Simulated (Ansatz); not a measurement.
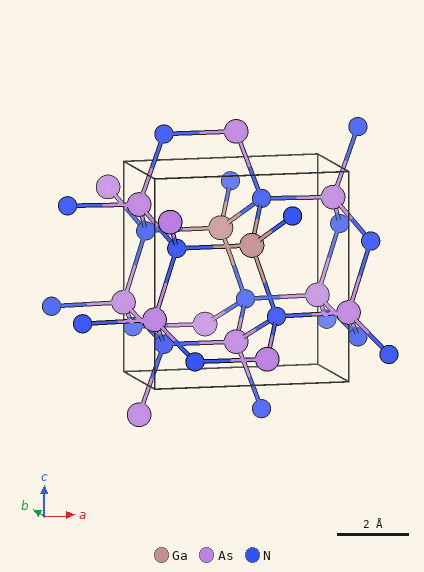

Solid GaAs$_{3}$N$_{4}$ (built on the MgZn3S4-6 type type), before the relaxation. Style: ball-and-stick. Shown: the cell of the calculation, slightly off an axis.

Computed with DFT, PBEsol, plane waves, PAW in Ansatz.

Input file:
```yaml
crystal:
  lattice:
    - [5.70431809, 0.0, 0.0]
    - [0.0, 3.48322676, 0.0]
    - [-0.00476349, 0.0, 6.04856481]
  atoms:
    - { symbol: Ga, position: [0.50036641, 0.0, 0.66653901] }
    - { symbol: As, position: [0.49957969, 0.5, 0.16671346] }
    - { symbol: As, position: [0.99926586, 0.5, 0.83652454] }
    - { symbol: As, position: [0.998685, 0.0, 0.32979588] }
    - { symbol: "N", position: [0.11304079, 0.0, 0.66541794] }
    - { symbol: "N", position: [0.12705943, 0.5, 0.16742999] }
    - { symbol: "N", position: [0.63032256, 0.5, 0.84347132] }
    - { symbol: "N", position: [0.62767926, 0.0, 0.32410885] }
kpoints:
  mp_grid: { grid: [4, 6, 4] }
hamiltonian:
  xc: pbesol
scf:
  occupations: { method: fermi_dirac, width: 0.03 }
relax:
  f_tol: 0.01
  cell: {}
  max_steps: 120
output:
  write_density: true
  write_potential: true
  elf: true
  volumetric_format: npy
```

Run as
```bash
ansatz run input.yaml --threads 4 --pin off --max-ram 4608MiB --backend cpu --events-out ev --progress --plain --runs-dir out
```

### Where does the relaxation end?

The atom that moves furthest relative to the cell is N7 (1.26 Å along [1 0 −2]). Largest moves by element: N 1.26 Å, As 0.61 Å, Ga 0.49 Å. The volume changes by +5.0 %, with a 5.704 → 5.577 Å (−2.2 %), b 3.483 → 2.995 Å (−14.0 %), c 6.049 → 7.562 Å (+25.0 %), β 90.0° → 91.8°. Some distances before and after: As2–N7 2.093 → 4.294 Å, As3–N6 2.130 → 3.851 Å, As4–N8 2.117 → 2.630 Å, As2–As2 3.483 → 2.995 Å. Bonds break, among them: As2–N7 (2.09 → 4.29 Å), As3–N6 (2.13 → 3.85 Å). Among the angles between lasting bonds that change: Ga1–N7–As3 109.3° → 126.7°, N6–As2–N8 110.1° → 93.2°, Ga1–N8–As2 108.1° → 124.0°. The space group stays Pm (No. 6). Over 34 accepted moves (41 points after the start) the energy falls by 3.794 eV per cell of the calculation. Largest force component: 1.1 eV/Å at the start, 0.0022 eV/Å at the end. Pressure: −5.39 GPa at the start and 0.00 GPa at the end. The line search rejected the trial steps at points 14, 17, 30 of the run. At 4 points the geometry stayed and the basis and grid were re-selected for the new cell (energy shift of 84.8 meV per cell of the calculation at most each time).

Final geometry:

```xyz
8
Lattice="5.5759 0.0000 -0.0962 0.0000 2.9948 0.0000 -0.1066 0.0000 7.5616" Properties=species:S:1:pos:R:3 pbc="T T T"
Ga    2.9470    0.0000    4.5607
As    2.3540    1.4974    1.5517
As    0.0694    1.4974    5.9309
As    5.4330    0.0000    3.0033
N     0.9387    0.0000    4.9269
N     0.5664    1.4974    2.2010
N     3.9209    1.4974    5.1584
N     2.8375    0.0000    2.5771
```

The end point in the same view:

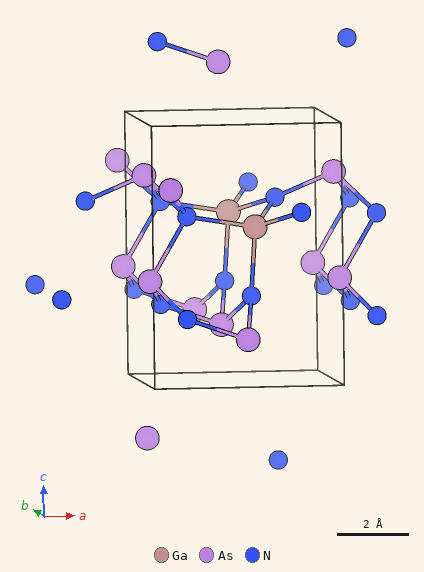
